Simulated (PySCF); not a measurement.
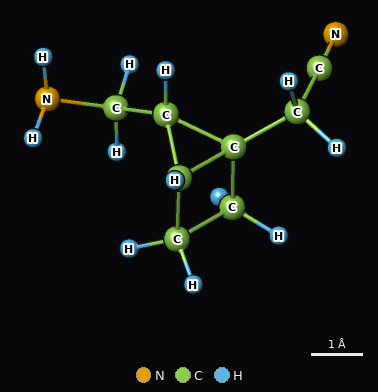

This is the input geometry for a relaxation of C8H12N2. Style: ball-and-stick. Shown face on.

The start comes from GFN2-xTB.

Theory: PBE0-D3(BJ)/def2-SVP geometry optimisation, gas phase in PySCF.

```xyz
22

N    -1.6095   -3.1525   -1.3897
C    -1.8388   -2.1626   -0.8665
C    -2.0941   -0.9035   -0.2096
C    -0.8330   -0.0750   -0.1738
C    -0.3093    0.7068   -1.3768
C     0.0929    1.8586   -0.4318
C    -0.4318    1.0547    0.7521
C     0.2490   -0.2848    0.8461
C     1.7162   -0.5368    0.5471
N     2.6030   -0.1967    1.6483
H    -2.8842   -0.3782   -0.7566
H    -2.4477   -1.1040    0.8063
H    -1.1024    0.9877   -2.0674
H     0.4907    0.2291   -1.9400
H    -0.4790    2.7672   -0.6079
H     1.1520    2.1107   -0.4005
H    -0.9668    1.4867    1.5836
H    -0.0860   -0.8653    1.7043
H     2.0486    0.0344   -0.3195
H     1.8545   -1.5992    0.3230
H     2.4956    0.7834    1.8902
H     2.3696   -0.7413    2.4722
```

Q: What does the optimiser find from here?

A: The largest move after the best rigid fit is that of N1, 0.12 Å. Largest moves by element: N 0.12 Å, H 0.07 Å, C 0.06 Å. Near-neighbour distances that change, for instance: C2–C3 1.443 → 1.461 Å, C7–H17 1.079 → 1.093 Å, N1–C2 1.143 → 1.157 Å, C4–C7 1.515 → 1.525 Å. Among the angles between lasting bonds that change: H19–C9–H20 107.9° → 105.2°. After 3 geometry steps the energy has fallen by 0.065 eV. Largest force component: 1.6 eV/Å at the start, 0.022 eV/Å at the end. The run took about 80 core-seconds on a shared host.

The structure at the end:

```xyz
22

N    -1.6966   -3.1779   -1.4646
C    -1.8788   -2.1815   -0.9050
C    -2.0737   -0.9124   -0.2075
C    -0.8155   -0.0865   -0.1816
C    -0.2928    0.7050   -1.3794
C     0.1123    1.8564   -0.4234
C    -0.4215    1.0494    0.7570
C     0.2551   -0.2911    0.8460
C     1.7221   -0.5398    0.5735
N     2.6157   -0.1542    1.6481
H    -2.8910   -0.3658   -0.7076
H    -2.4133   -1.1272    0.8185
H    -1.1051    1.0020   -2.0581
H     0.4981    0.2278   -1.9785
H    -0.4644    2.7729   -0.6072
H     1.1804    2.1251   -0.3882
H    -0.9871    1.4610    1.5974
H    -0.1183   -0.8680    1.7024
H     2.0348   -0.0150   -0.3425
H     1.8685   -1.6110    0.3579
H     2.4680    0.8264    1.8820
H     2.3929   -0.6763    2.4936
```

After the run, drawn alike:

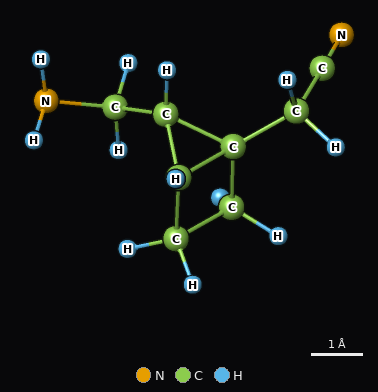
